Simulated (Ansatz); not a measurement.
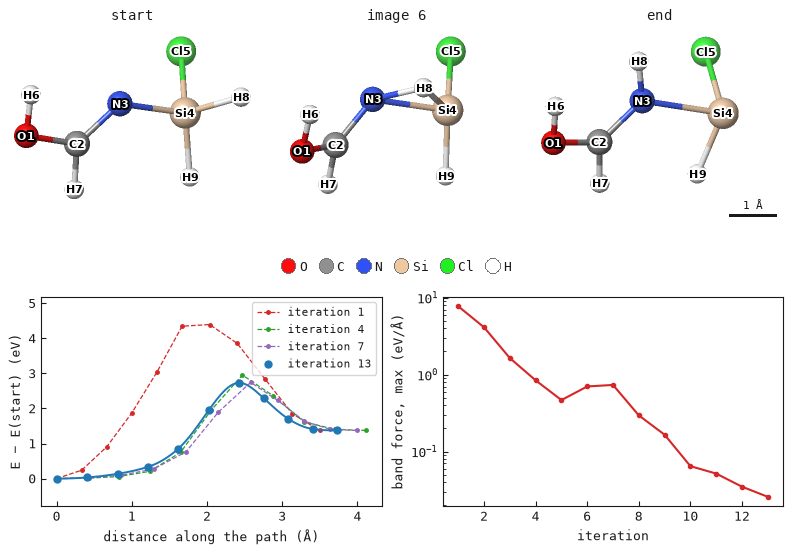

A search for the minimum-energy path of CH₄ClNOSi by the nudged elastic band. Images are numbered from 0 (start) to 10 (end). The plot follows the band through its iterations. Style: ball-and-stick. Shown at a tilt.

Level of theory: RKS PBE/def2-mTZVP (Ansatz 0.2.0). Run with 9 movable images; climbing image; force threshold 0.03 eV/Å; iteration limit 60; starting path through a guess of the saddle point.

Question: How did the profile develop, and is the result final?

Answer: The result is final at these settings. The band converged in 13 iterations. The largest component of the band force went from 7.7 to 0.026 eV/Å. The climbing image converged on the top of the path. Its vibrational analysis gives one imaginary mode (1368i cm⁻¹), as a transition state must have. The first iteration put the highest image at 4.39 eV. Forward barrier 2.73 eV, backward barrier 1.36 eV, with image 6 at the top; the reaction energy is +1.37 eV.

Cost: 2.2 min on 2 threads of Intel(R) Xeon(R) 6975P-C (Granite Rapids), with other jobs on the host, peak memory 0.17 GiB.
